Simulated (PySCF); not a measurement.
# C8H20N+: NMR shifts at several levels of theory, part 2 of 2

PySCF 2.14.0. Atoms count from 0. Earlier steps stand in the parts before.

### Step 6. Shielding tensors: KT2/pcSseg-1

What the job is given:

```
{"job": {"kind": "nmr", "xc": "KT2", "basis": "pcSseg-1", "pop": false}, "charge": 1, "multiplicity": 1}
C     -1.498618     0.252065     2.067056
C     -0.099946     0.166456     1.499770
N      0.000183    -0.000866     0.000136
C     -0.766057     1.086711    -0.719231
C     -0.406714     2.508528    -0.351302
C     -0.588921    -1.341169    -0.379201
C     -0.448248    -1.743033    -1.829888
C      1.455616     0.085067    -0.401416
C      2.354150    -1.016349     0.113553
H     -2.090549    -0.658365     1.900787
H     -2.064482     1.117999     1.697011
H     -1.405039     0.373329     3.155890
H      0.435478    -0.687979     1.932782
H      0.477053     1.068367     1.744471
H     -0.594973     0.914698    -1.789448
H     -1.828838     0.889205    -0.524915
H     -1.045054     3.174255    -0.949912
H     -0.599510     2.745712     0.703985
H      0.633254     2.769174    -0.590848
H     -0.112804    -2.080214     0.279111
H     -1.648617    -1.292241    -0.098227
H     -0.967194    -1.064163    -2.520299
H     -0.918684    -2.730219    -1.944517
H      0.596981    -1.848326    -2.151408
H      1.466720     0.117730    -1.499166
H      1.806923     1.061488    -0.044487
H      2.070626    -2.013394    -0.250446
H      2.422720    -1.043082     1.209664
H      3.368113    -0.815964    -0.261518
```

With the program's defaults for keys left out, this is: GIAO KT2/pcSseg-1 NMR shielding, non-relativistic, gas phase.

The program printed:

```text
coarse grid: 22152 points
cycle   1  E = -377.6648069213  dE =  6.213e-01  |g| = 6.622e-01  |ddm| = 4.468e+00
cycle   2  E = -377.5051777585  dE =  1.596e-01  |g| = 1.086e+00  |ddm| = 1.428e+00
cycle   3  E = -377.7692163746  dE = -2.640e-01  |g| = 1.658e-01  |ddm| = 8.493e-01
cycle   4  E = -377.7747029789  dE = -5.487e-03  |g| = 5.106e-02  |ddm| = 1.538e-01
cycle   5  E = -377.7753259565  dE = -6.230e-04  |g| = 6.110e-03  |ddm| = 5.626e-02
cycle   6  E = -377.7753343174  dE = -8.361e-06  |g| = 1.921e-03  |ddm| = 8.965e-03
final grid: 208096 points
cycle   7  E = -377.7702466545  dE = -4.098e-04  |g| = 1.674e-02  |ddm| = 8.003e-02
cycle   8  E = -377.7701190688  dE =  1.276e-04  |g| = 2.837e-02  |ddm| = 3.640e-02
cycle   9  E = -377.7703092686  dE = -1.902e-04  |g| = 3.936e-03  |ddm| = 2.576e-02
cycle  10  E = -377.7703125639  dE = -3.295e-06  |g| = 5.714e-04  |ddm| = 3.043e-03
cycle  11  E = -377.7703126438  dE = -7.994e-08  |g| = 1.122e-04  |ddm| = 5.511e-04
cycle  12  E = -377.7703126464  dE = -2.585e-09  |g| = 4.213e-05  |ddm| = 1.445e-04
cycle  13  E = -377.7703126468  dE = -4.305e-10  |g| = 5.700e-06  |ddm| = 3.571e-05
converged SCF energy = -377.7703126468

GIAO shielding tensors (ppm)
atom      isotropic    diamagn.    paramagn.     s11        s22        s33       span
  0 C      174.652     250.482     -75.830    167.129    172.333    184.495     17.366
  1 C      125.953     256.654    -130.701     93.741    116.690    167.428     73.687
  2 N      168.687     330.732    -162.045    159.286    159.312    187.463     28.177
  3 C      125.935     256.666    -130.731     93.692    116.717    167.395     73.703
  4 C      174.650     250.467     -75.817    167.126    172.307    184.516     17.390
  5 C      125.962     256.646    -130.684     93.661    116.771    167.453     73.792
  6 C      174.646     250.474     -75.828    167.111    172.338    184.489     17.378
  7 C      125.956     256.657    -130.701     93.722    116.729    167.417     73.695
  8 C      174.663     250.470     -75.808    167.130    172.357    184.502     17.373
  9 H       29.781      31.234      -1.453     24.444     29.055     35.845     11.401
 10 H       29.858      31.458      -1.600     24.596     29.604     35.374     10.778
 11 H       29.535      27.303       2.231     24.776     25.933     37.894     13.118
 12 H       28.073      35.961      -7.888     21.640     30.550     32.028     10.388
 13 H       28.208      36.041      -7.833     24.730     27.086     32.808      8.078
 14 H       28.072      35.971      -7.899     21.633     30.561     32.022     10.389
 15 H       28.206      36.045      -7.839     24.735     27.082     32.802      8.066
 16 H       29.535      27.303       2.232     24.777     25.933     37.896     13.119
 17 H       29.858      31.454      -1.596     24.599     29.597     35.377     10.778
 18 H       29.781      31.228      -1.447     24.444     29.052     35.845     11.401
 19 H       28.206      36.035      -7.829     24.726     27.086     32.806      8.080
 20 H       28.072      35.965      -7.893     21.633     30.557     32.025     10.392
 21 H       29.782      31.230      -1.449     24.444     29.060     35.841     11.397
 22 H       29.536      27.301       2.235     24.778     25.935     37.894     13.117
 23 H       29.859      31.451      -1.592     24.600     29.593     35.383     10.782
 24 H       28.206      36.043      -7.837     24.729     27.085     32.803      8.074
 25 H       28.074      35.974      -7.900     21.632     30.566     32.023     10.391
 26 H       29.859      31.448      -1.589     24.601     29.592     35.385     10.784
 27 H       29.782      31.228      -1.446     24.445     29.058     35.843     11.398
 28 H       29.536      27.303       2.234     24.778     25.935     37.895     13.117
```

It took 32 s on 8 threads of Intel Xeon Platinum 8375C at 2.90GHz (Ice Lake), shared host.

This run: δ C1 57.3, C0 8.6, N2 95.6, H12 3.04, H9 1.45 ppm (means over like atoms).

### Step 7. NMR shieldings: HF/pcSseg-1

The job, as its differences from that of step 6:

```diff
@@ -1,2 +1,2 @@
-{"job": {"kind": "nmr", "xc": "KT2", "basis": "pcSseg-1", "pop": false}, "charge": 1, "multiplicity": 1}
+{"job": {"kind": "nmr", "xc": "HF", "basis": "pcSseg-1", "pop": false}, "charge": 1, "multiplicity": 1}
 C     -1.498618     0.252065     2.067056
```

Method: GIAO HF/pcSseg-1 NMR shielding, non-relativistic, gas phase.

The program printed:

```text
final grid: 208096 points
cycle   1  E = -368.5723414723  dE =  2.015e+00  |g| = 7.574e-01  |ddm| = 4.253e+00
cycle   2  E = -368.7120903638  dE = -1.397e-01  |g| = 4.384e-01  |ddm| = 1.061e+00
cycle   3  E = -368.7537834793  dE = -4.169e-02  |g| = 9.540e-02  |ddm| = 3.710e-01
cycle   4  E = -368.7565275299  dE = -2.744e-03  |g| = 2.447e-02  |ddm| = 1.195e-01
cycle   5  E = -368.7566699997  dE = -1.425e-04  |g| = 2.995e-03  |ddm| = 2.000e-02
cycle   6  E = -368.7566740671  dE = -4.067e-06  |g| = 6.206e-04  |ddm| = 5.419e-03
cycle   7  E = -368.7566742860  dE = -2.189e-07  |g| = 1.675e-04  |ddm| = 1.464e-03
cycle   8  E = -368.7566743016  dE = -1.561e-08  |g| = 4.761e-05  |ddm| = 3.854e-04
cycle   9  E = -368.7566743026  dE = -1.038e-09  |g| = 1.002e-05  |ddm| = 9.443e-05
cycle  10  E = -368.7566743027  dE = -5.070e-11  |g| = 2.408e-06  |ddm| = 1.917e-05
converged SCF energy = -368.7566743027

GIAO shielding tensors (ppm)
atom      isotropic    diamagn.    paramagn.     s11        s22        s33       span
  0 C      182.701     246.094     -63.393    174.889    181.718    191.496     16.607
  1 C      140.331     251.588    -111.258    112.043    130.499    178.450     66.407
  2 N      208.427     333.221    -124.795    200.644    200.674    223.962     23.318
  3 C      140.311     251.604    -111.292    111.994    130.514    178.425     66.431
  4 C      182.705     246.085     -63.380    174.893    181.698    191.525     16.632
  5 C      140.337     251.584    -111.247    111.966    130.565    178.480     66.513
  6 C      182.705     246.093     -63.389    174.882    181.731    191.501     16.619
  7 C      140.332     251.593    -111.262    112.019    130.530    178.446     66.427
  8 C      182.712     246.087     -63.375    174.887    181.739    191.510     16.623
  9 H       30.234      30.661      -0.428     24.437     29.407     36.857     12.419
 10 H       30.308      30.841      -0.533     24.529     30.083     36.311     11.782
 11 H       30.007      27.895       2.113     24.718     26.016     39.288     14.570
 12 H       28.953      35.314      -6.361     22.296     30.662     33.902     11.606
 13 H       29.161      35.254      -6.093     25.189     27.800     34.493      9.303
 14 H       28.953      35.323      -6.370     22.289     30.674     33.896     11.607
 15 H       29.159      35.260      -6.100     25.194     27.796     34.487      9.293
 16 H       30.008      27.894       2.114     24.718     26.016     39.289     14.571
 17 H       30.307      30.836      -0.529     24.532     30.075     36.314     11.783
 18 H       30.233      30.657      -0.425     24.437     29.404     36.857     12.420
 19 H       29.159      35.251      -6.092     25.184     27.799     34.492      9.308
 20 H       28.952      35.316      -6.364     22.288     30.669     33.899     11.611
 21 H       30.234      30.660      -0.426     24.436     29.412     36.853     12.416
 22 H       30.008      27.893       2.115     24.718     26.017     39.289     14.570
 23 H       30.308      30.835      -0.527     24.533     30.070     36.320     11.787
 24 H       29.159      35.257      -6.097     25.189     27.801     34.488      9.299
 25 H       28.955      35.324      -6.369     22.288     30.678     33.898     11.609
 26 H       30.309      30.833      -0.524     24.534     30.069     36.323     11.789
 27 H       30.234      30.658      -0.423     24.437     29.411     36.854     12.417
 28 H       30.008      27.894       2.115     24.719     26.017     39.289     14.570
```

Wall time 18 s (8 threads of Intel Xeon Platinum 8375C at 2.90GHz (Ice Lake), shared host).

In short: δ C1 50.5, C0 8.1, N2 57.3, H12 2.63, H9 1.50 ppm (means over like atoms).

### Step 8. Side by side: NMR shifts

Shifts (ppm), means over like atoms, with basis size and wall time:

| run | C1 | C0 | H12 | H9 | N2 | functions | time |
| --- | --- | --- | --- | --- | --- | --- | --- |
| PBE0/pcSseg-1 | 56.3 | 7.9 | 2.90 | 1.44 | 88.7 | 253 | 34 s |
| PBE/pcSseg-1 | 58.2 | 8.0 | 3.02 | 1.43 | 101.7 | 253 | 31 s |
| wB97X-D/pcSseg-1 | 56.5 | 8.4 | 2.84 | 1.45 | 83.9 | 253 | 44 s |
| KT2/pcSseg-1 | 57.3 | 8.6 | 3.04 | 1.45 | 95.6 | 253 | 32 s |
| HF/pcSseg-1 | 50.5 | 8.1 | 2.63 | 1.50 | 57.3 | 253 | 18 s |

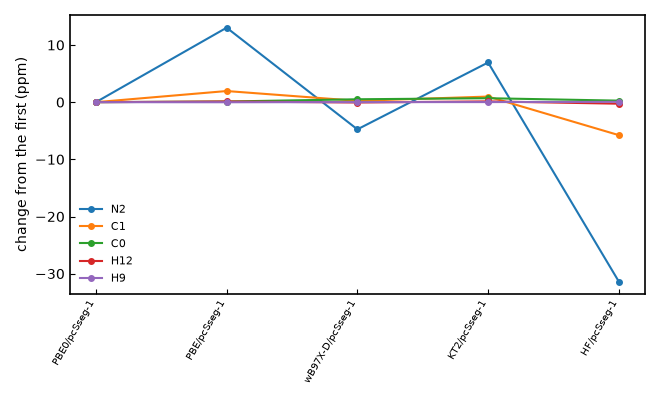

How the tabulated atoms move from run to run.

### Step 9. Outcome

This closing draws on all 2 parts.

```
                                                               quantity                 value
                                                            point group                    S4
                                   rotational constants (main isotopes)  1.66, 1.19, 1.19 GHz
¹³C shifts against TMS (PBE0/pcSseg-1, means over atoms taken as alike)         56.3, 7.9 ppm
 ¹H shifts against TMS (PBE0/pcSseg-1, means over atoms taken as alike)        2.90, 1.44 ppm
                                 ¹⁵N shifts against NH3 (PBE0/pcSseg-1)              88.7 ppm
                                               range of the shift of N2     57.3 to 101.7 ppm
```

What this shows: Single values in the summary come from the first sound run of each kind (PBE0/pcSseg-1), which need not be the best level. The optimisation took 3 steps and gained 0.076 eV; among the close pairs (by a distance rule), C1–N2 changed most, from 1.497 to 1.512 Å. C1, C3, C5, C7 (mean) (sp3 CH2 bonded to N) lies farthest downfield among carbon, at 56.3 ppm; deshielded by the electronegative neighbour. The most deshielded hydrogen is H12, H13, H14, H15, H19 and 3 more (mean) (hydrogen on an sp3 CH2 bonded to N), at 2.90 ppm: its carbon carries N, which withdraws density. At PBE0/pcSseg-1: Shielding is most anisotropic at C1, C3, C5, C7 (span 74 ppm, paramagnetic term -127 ppm). Across the 5 runs the shift of N2 moves most, between 57.3 (HF/pcSseg-1) and 101.7 ppm (PBE/pcSseg-1).
